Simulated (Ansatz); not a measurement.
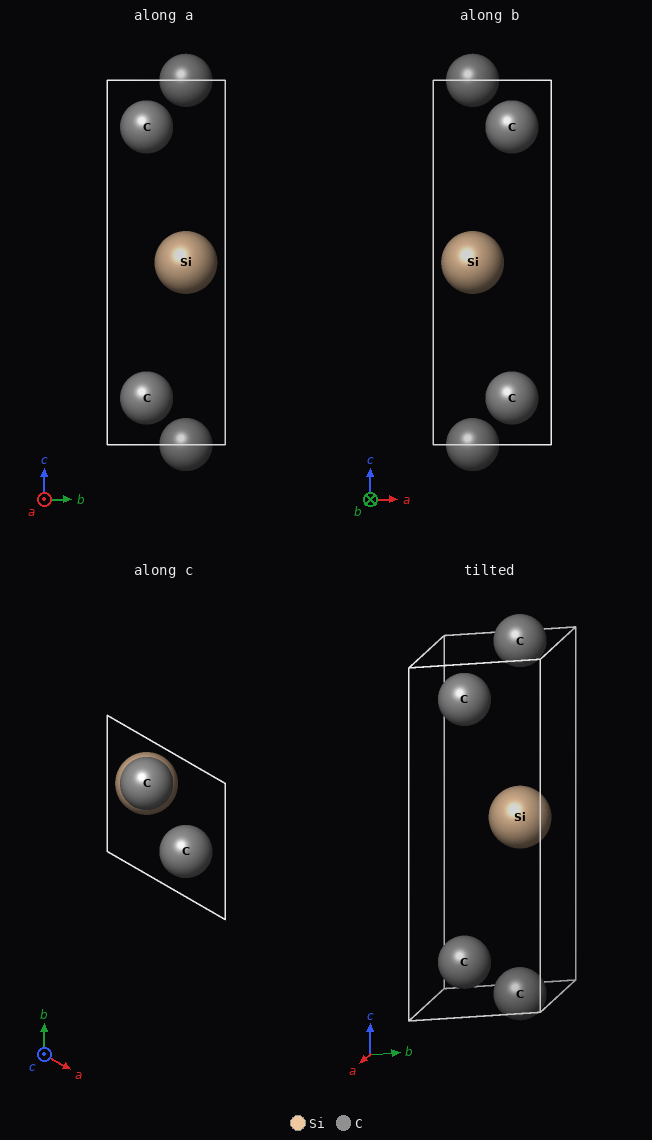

The figure gives a spheres-only picture of the atoms, viewed along the a axis, along the b axis, along the c axis and slightly off an axis. The conventional unit cell is drawn as a box.

Lattice parameters: a = 2.5113 Å, b = 2.5113 Å, c = 6.7202 Å, α = 90.000°, β = 90.000°, γ = 120.000°.

### From the views, write a CIF with its space group and independent sites, with free fractional coordinates to two decimals.

```cif
data_structure
_symmetry_space_group_name_H-M 'P -6 m 2'
_symmetry_Int_Tables_number 187
_cell_length_a 2.5113
_cell_length_b 2.5113
_cell_length_c 6.7202
_cell_angle_alpha 90.000
_cell_angle_beta 90.000
_cell_angle_gamma 120.000
_cell_volume 36.70
loop_
_atom_site_label
_atom_site_type_symbol
_atom_site_symmetry_multiplicity
_atom_site_Wyckoff_symbol
_atom_site_fract_x
_atom_site_fract_y
_atom_site_fract_z
_atom_site_occupancy
Si1 Si 1 d 0.3333 0.6667 0.50 1
C1 C 1 c 0.3333 0.6667 0.00 1
C2 C 2 i 0.6667 0.3333 0.13 1
```

Its origin is a structure type filled with these elements by a generator (whether the compound takes this form wasn't checked). Earlier steps of the study may have refined or changed the cell and positions. An electronic-structure calculation with Ansatz was run on it.
